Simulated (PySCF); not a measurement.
**C2H4F4OSi: a tour of settings**

Aim: see how C2H4F4OSi (`CO[Si@@H](F)C(F)(F)F`) answers to the choice of functional, basis, grid and SCF options.

The runs use PySCF 2.14.0, with density-fitted response routines of our own; the level of theory stands in each step. All values are computed, except where a source is named. Atoms are numbered from 0 throughout.

### Step 1. The starting structure

12 atoms, charge 0, multiplicity 1; geometry from: GFN2-xTB.

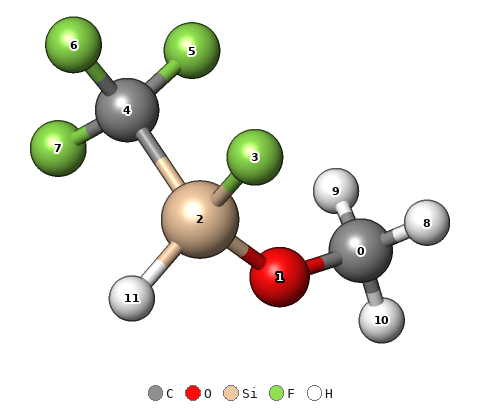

As it starts; carbon grey, oxygen red, silicon light orange, fluorine green, hydrogen white, atoms numbered.

### Step 2. Nuclear shieldings: PBE0/pcSseg-1

What the job is given:

```
{"job": {"kind": "nmr", "xc": "PBE0", "basis": "pcSseg-1"}, "charge": 0, "multiplicity": 1}
C     -1.947358     0.346816    -0.167367
O     -1.020155    -0.719176    -0.131628
Si     0.528137    -0.944601    -0.406540
F      0.949472    -0.655268    -1.925868
C      1.612380     0.345479     0.577157
F      1.137552     1.607299     0.457368
F      2.903468     0.397192     0.208324
F      1.619378     0.088901     1.903229
H     -2.134938     0.640798    -1.200336
H     -1.571382     1.204895     0.389637
H     -2.869750    -0.012449     0.287802
H      0.794394    -2.300573    -0.017805
```

With the program's defaults for keys left out, this is: GIAO PBE0/pcSseg-1 NMR shielding, non-relativistic, gas phase.

Launch:

```bash
$ OMP_NUM_THREADS=1 python probes_run.py task.json out
```

The driver reads the jobs from task.json and runs them one after another.

Standard output:

```text
coarse grid: 11712 points
cycle   1  E = -841.7850578959  dE =  1.103e+00  |g| = 1.132e+00  |ddm| = 3.057e+00
cycle   2  E = -841.4627700894  dE =  3.223e-01  |g| = 1.822e+00  |ddm| = 1.604e+00
cycle   3  E = -841.9966064473  dE = -5.338e-01  |g| = 7.049e-02  |ddm| = 1.045e+00
cycle   4  E = -841.9968372522  dE = -2.308e-04  |g| = 6.401e-02  |ddm| = 8.180e-02
cycle   5  E = -841.9974966203  dE = -6.594e-04  |g| = 9.598e-03  |ddm| = 4.018e-02
cycle   6  E = -841.9975104826  dE = -1.386e-05  |g| = 2.223e-03  |ddm| = 6.275e-03
cycle   7  E = -841.9975111519  dE = -6.692e-07  |g| = 6.634e-04  |ddm| = 1.487e-03
final grid: 113456 points
cycle   8  E = -842.0787114038  dE = -3.625e-05  |g| = 1.031e-02  |ddm| = 1.712e-02
cycle   9  E = -842.0786908368  dE =  2.057e-05  |g| = 1.521e-02  |ddm| = 1.285e-02
cycle  10  E = -842.0787297862  dE = -3.895e-05  |g| = 1.103e-03  |ddm| = 8.061e-03
cycle  11  E = -842.0787300403  dE = -2.541e-07  |g| = 2.518e-04  |ddm| = 9.274e-04
cycle  12  E = -842.0787300510  dE = -1.063e-08  |g| = 9.585e-05  |ddm| = 1.846e-04
cycle  13  E = -842.0787300521  dE = -1.164e-09  |g| = 2.535e-05  |ddm| = 5.405e-05
cycle  14  E = -842.0787300522  dE = -1.087e-10  |g| = 3.523e-06  |ddm| = 1.849e-05
converged SCF energy = -842.0787300522

GIAO shielding tensors (ppm)
atom      isotropic    diamagn.    paramagn.     s11        s22        s33       span
  0 C      131.214     244.118    -112.904    103.702    105.014    184.927     81.225
  1 O      302.994     396.064     -93.070    244.183    313.518    351.282    107.099
  2 Si     401.127     878.847    -477.720    368.187    404.456    430.738     62.550
  3 F      337.977     469.355    -131.378    273.162    343.604    397.165    124.003
  4 C       51.694     249.470    -197.776     49.950     51.227     53.907      3.958
  5 F      248.953     476.388    -227.434    149.584    256.093    341.184    191.601
  6 F      250.343     471.246    -220.904    153.059    259.826    338.142    185.083
  7 F      251.235     474.218    -222.982    146.485    268.504    338.717    192.232
  8 H       27.503      28.601      -1.098     23.338     25.236     33.934     10.596
  9 H       27.414      30.160      -2.747     22.522     27.020     32.699     10.177
 10 H       27.565      27.667      -0.102     23.371     25.273     34.051     10.680
 11 H       27.354      28.803      -1.449     23.808     24.777     33.476      9.668
```

It took 18 s on 1 thread of AMD EPYC 7R13, shared host; peak memory 0.74 GiB.

Shifts follow as δ = σ(reference) − σ, with reference shieldings (ppm) from runs at the same level and on the same kind of geometry: 1H TMS 31.72, 13C TMS 186.9, 29Si TMS 349.2, 19F CFCl3 170.9, 17O H2O 336.1. The references are single molecules in the gas phase, so shifts against H2O, NH3, PH3, H3PO4 or CFCl3 are not on the usual liquid scales and can be off by tens of ppm. Atoms listed in one row are averaged.

```tsv
atoms	environment	σ (ppm)	δ (ppm)	δ scaled to CDCl3
C4	CF3 carbon	51.7	135.2	130.1
C0	methyl carbon bonded to O	131.2	55.7	52.5
H11	hydrogen on a silicon bonded to C, F, O	27.35	4.36	–
H8, H9, H10	hydrogen on a methyl carbon bonded to O	27.49	4.22	4.09
O1	oxygen bonded to C, Si	303.0	33.1	–
Si2	silicon bonded to C, F, O, H	401.1	-52.0	–
F5, F6, F7	fluorine of a CF3 group	250.2	-79.2	–
F3	fluorine bonded to Si	338.0	-167.0	–
```

The scaled column applies a straight-line fit of computed shieldings to shifts measured in CDCl3; 19F shifts take a fit of their own (root-mean-square error 0.16 ppm for H, 1.9 ppm for C).

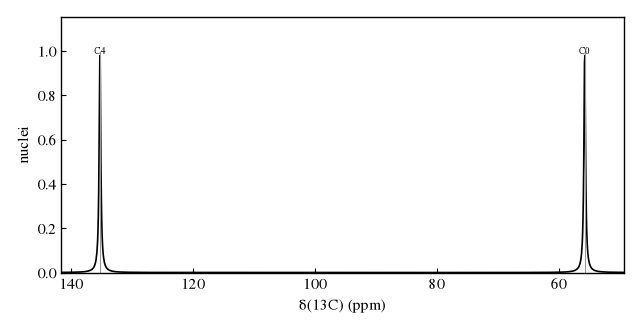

13C lines at the computed shifts, without couplings. Lines are broadened to a width of 0.32 ppm (Lorentzian).

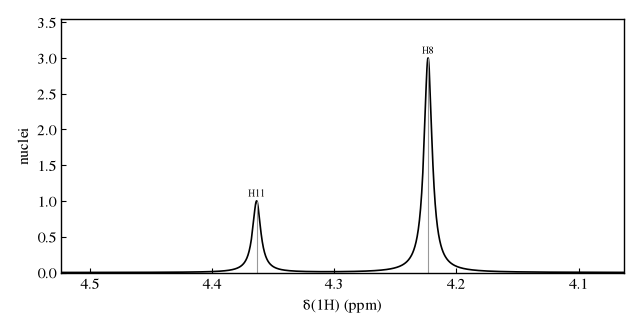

1H lines at the computed shifts, without couplings. Lines are broadened to a width of 0.01 ppm (Lorentzian).

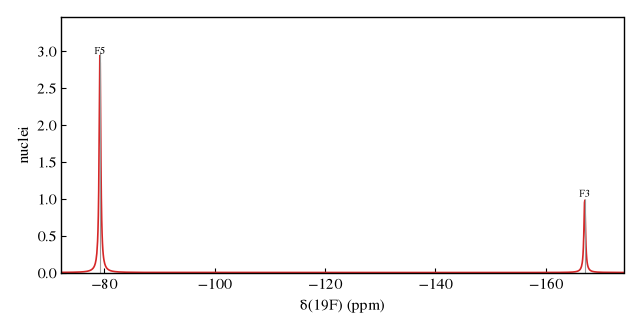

19F lines at the computed shifts, without couplings. Lines are broadened to a width of 0.35 ppm (Lorentzian).

Charges from the same density, by scheme (e):

```tsv
atoms	Mulliken	IAO	Hirshfeld	ESP fit
C0	0.00	-0.20	-0.02	-0.16
O1	-0.63	-0.63	-0.22	-0.33
Si2	1.13	1.39	0.48	0.65
F3	-0.41	-0.53	-0.20	-0.27
C4	0.49	0.51	0.16	0.29
F5, F6, F7	-0.28	-0.28	-0.10	-0.15
```

IAO charges:

```tsv
atom	value (e)
C0	-0.20
O1	-0.63
Si2	1.39
F3	-0.53
C4	0.51
F5	-0.29
F6	-0.28
F7	-0.29
H8	0.15
H9	0.15
H10	0.16
H11	-0.14
```

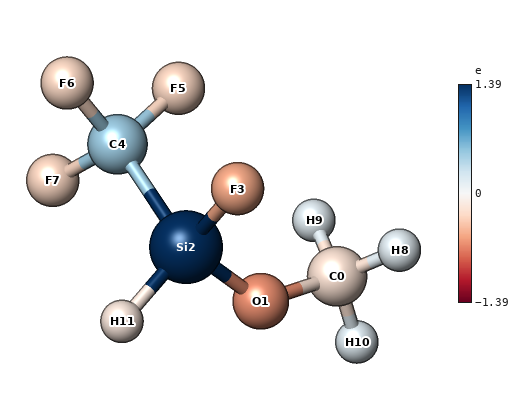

IAO charges, as colours on the atoms.

Mayer bond orders: C0–O1 0.84, O1–Si2 1.11, Si2–F3 0.96, Si2–C4 0.77, C4–F5 0.95, C4–F6 0.99, C4–F7 0.97.

### Step 3. Ultraviolet spectrum: PBE0/def2-SVPD

Same as in step 2 but for these lines:

```diff
@@ -1,2 +1,2 @@
-{"job": {"kind": "nmr", "xc": "PBE0", "basis": "pcSseg-1"}, "charge": 0, "multiplicity": 1}
+{"job": {"kind": "uv", "xc": "PBE0", "basis": "def2-SVPD", "nstates": 6, "ntriplets": 2}, "charge": 0, "multiplicity": 1}
 C     -1.947358     0.346816    -0.167367
```

With the program's defaults for keys left out, this is: TDDFT PBE0/def2-SVPD, vertical, gas phase, core orbitals frozen in the response.

Standard output:

```text
coarse grid: 11712 points
cycle   1  E = -841.3454111550  dE =  1.056e+00  |g| = 1.054e+00  |ddm| = 4.595e+00
cycle   2  E = -841.0362377627  dE =  3.092e-01  |g| = 1.714e+00  |ddm| = 2.370e+00
cycle   3  E = -841.5423310196  dE = -5.061e-01  |g| = 7.226e-02  |ddm| = 1.382e+00
cycle   4  E = -841.5426150008  dE = -2.840e-04  |g| = 6.381e-02  |ddm| = 1.332e-01
cycle   5  E = -841.5433343700  dE = -7.194e-04  |g| = 8.938e-03  |ddm| = 5.792e-02
cycle   6  E = -841.5433468936  dE = -1.252e-05  |g| = 2.556e-03  |ddm| = 1.255e-02
cycle   7  E = -841.5433479683  dE = -1.075e-06  |g| = 6.037e-04  |ddm| = 2.785e-03
final grid: 113456 points
cycle   8  E = -841.6558201883  dE = -2.783e-05  |g| = 9.637e-03  |ddm| = 6.661e-02
cycle   9  E = -841.6558010944  dE =  1.909e-05  |g| = 1.423e-02  |ddm| = 2.038e-02
cycle  10  E = -841.6558375018  dE = -3.641e-05  |g| = 1.086e-03  |ddm| = 1.189e-02
cycle  11  E = -841.6558377656  dE = -2.638e-07  |g| = 2.092e-04  |ddm| = 1.299e-03
cycle  12  E = -841.6558377725  dE = -6.919e-09  |g| = 9.729e-05  |ddm| = 2.356e-04
cycle  13  E = -841.6558377740  dE = -1.467e-09  |g| = 1.944e-05  |ddm| = 8.964e-05
cycle  14  E = -841.6558377741  dE = -7.867e-11  |g| = 3.656e-06  |ddm| = 3.039e-05
converged SCF energy = -841.6558377741

Static polarisability (au): isotropic 54.649, principal 49.840 53.544 60.564

Singlet excitations
state   eV       nm        f      main configurations
  1   7.9099    156.7   0.00500   H->L 0.94
  2   8.1284    152.5   0.00727   H->L+1 0.92
  3   8.3803    147.9   0.00692   H-1->L 0.77, H-1->L+1 0.18
  4   8.6950    142.6   0.03554   H-1->L+1 0.63, H->L+2 0.20, H-1->L 0.11
  5   8.7349    141.9   0.02617   H->L+2 0.75, H-1->L+1 0.14
  6   9.1079    136.1   0.01847   H-1->L+2 0.94

Triplet excitations (Tamm-Dancoff, eV): 7.4576 7.6118
```

It took 28 s on 1 thread of AMD EPYC 7R13, shared host; peak memory 0.85 GiB.

Frontier orbitals and where they lie:

```tsv
orbital	eV	atoms
HOMO−3	-11.69	Si2 23 %, F3 22 %, H11 22 %
HOMO−2	-10.47	O1 23 %, C0 14 %, Si2 13 %
HOMO−1	-9.64	O1 53 %, C0 18 %, H8 10 %
HOMO	-9.20	O1 33 %, C4 13 %, Si2 12 %
LUMO	0.09	Si2 34 %, O1 12 %, H11 10 %
LUMO+1	0.34	Si2 28 %, O1 13 %, H11 13 %
LUMO+2	0.68	Si2 20 %, C0 18 %, H10 8 %
```

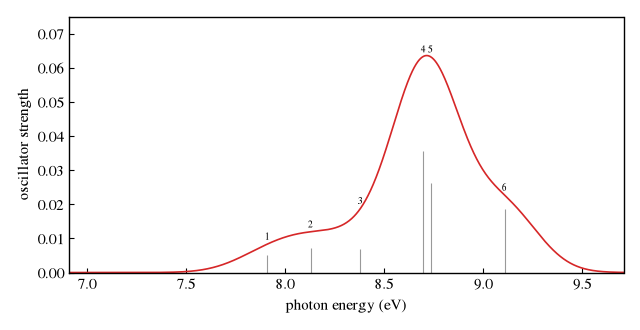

Absorption spectrum from the 6 singlet states computed; above the last one it falls off for lack of states. Lines are broadened to a width of 0.40 eV (Gaussian).

Ground-state properties from the same run:

```tsv
property	computed
dipole moment (D)	2.55
polarisability (Å³)	8.10
HOMO–LUMO gap (eV)	9.29
−ε(HOMO) (eV)	9.20
```

### Step 4. Nuclear shieldings: X3LYP/pcSseg-1 in acetone

Same as in step 3 but for these lines:

```diff
@@ -1,2 +1,2 @@
-{"job": {"kind": "uv", "xc": "PBE0", "basis": "def2-SVPD", "nstates": 6, "ntriplets": 2}, "charge": 0, "multiplicity": 1}
+{"job": {"kind": "nmr", "xc": "X3LYP", "basis": "pcSseg-1", "solvent": "acetone", "pop": false}, "charge": 0, "multiplicity": 1}
 C     -1.947358     0.346816    -0.167367
```

With the program's defaults for keys left out, this is: GIAO X3LYP/pcSseg-1 NMR shielding, non-relativistic, IEF-PCM acetone.

Standard output:

```text
coarse grid: 11712 points
cycle   1  E = -842.2567487528  dE =  1.098e+00  |g| = 1.202e+00  |ddm| = 3.056e+00
cycle   2  E = -841.8420738382  dE =  4.147e-01  |g| = 2.010e+00  |ddm| = 1.750e+00
cycle   3  E = -842.4881594759  dE = -6.461e-01  |g| = 9.229e-02  |ddm| = 1.174e+00
cycle   4  E = -842.4885734569  dE = -4.140e-04  |g| = 8.306e-02  |ddm| = 1.008e-01
cycle   5  E = -842.4896498629  dE = -1.076e-03  |g| = 9.970e-03  |ddm| = 4.903e-02
cycle   6  E = -842.4896646571  dE = -1.479e-05  |g| = 2.695e-03  |ddm| = 6.730e-03
cycle   7  E = -842.4896656007  dE = -9.437e-07  |g| = 7.034e-04  |ddm| = 1.719e-03
final grid: 113456 points
cycle   8  E = -842.5665807076  dE = -2.960e-05  |g| = 7.595e-03  |ddm| = 1.455e-02
cycle   9  E = -842.5665713569  dE =  9.351e-06  |g| = 1.093e-02  |ddm| = 8.795e-03
cycle  10  E = -842.5665899915  dE = -1.863e-05  |g| = 8.525e-04  |ddm| = 5.276e-03
cycle  11  E = -842.5665901333  dE = -1.418e-07  |g| = 2.159e-04  |ddm| = 7.411e-04
cycle  12  E = -842.5665901410  dE = -7.627e-09  |g| = 8.620e-05  |ddm| = 1.743e-04
cycle  13  E = -842.5665901420  dE = -1.076e-09  |g| = 2.321e-05  |ddm| = 5.446e-05
cycle  14  E = -842.5665901421  dE = -9.641e-11  |g| = 3.280e-06  |ddm| = 1.694e-05
converged SCF energy = -842.5665901421

GIAO shielding tensors (ppm)
atom      isotropic    diamagn.    paramagn.     s11        s22        s33       span
  0 C      125.407     243.122    -117.715     96.710     98.194    181.316     84.605
  1 O      296.610     396.899    -100.289    237.889    307.245    344.696    106.807
  2 Si     394.990     878.756    -483.766    359.981    396.042    428.948     68.968
  3 F      339.564     470.754    -131.190    275.802    341.910    400.981    125.180
  4 C       44.155     249.272    -205.117     41.625     43.155     47.686      6.061
  5 F      247.532     477.584    -230.052    145.679    255.391    341.528    195.850
  6 F      251.136     472.386    -221.249    152.025    261.354    340.030    188.005
  7 F      250.458     475.310    -224.852    143.898    267.473    340.002    196.104
  8 H       27.393      28.498      -1.105     23.342     25.090     33.747     10.405
  9 H       27.391      30.248      -2.857     22.613     26.883     32.677     10.064
 10 H       27.497      27.593      -0.096     23.382     25.219     33.890     10.508
 11 H       27.427      28.896      -1.468     23.861     24.832     33.589      9.728
```

Run time: 16 s. Hardware: 1 thread of AMD EPYC 7R13, shared host; peak memory 0.8 GiB.

In short: σ C4 44.2, C0 125.4, O1 296.6, Si2 395.0, H8 27.43, H11 27.43 ppm (means over like atoms).

(Part 1 of 2 ends here.)
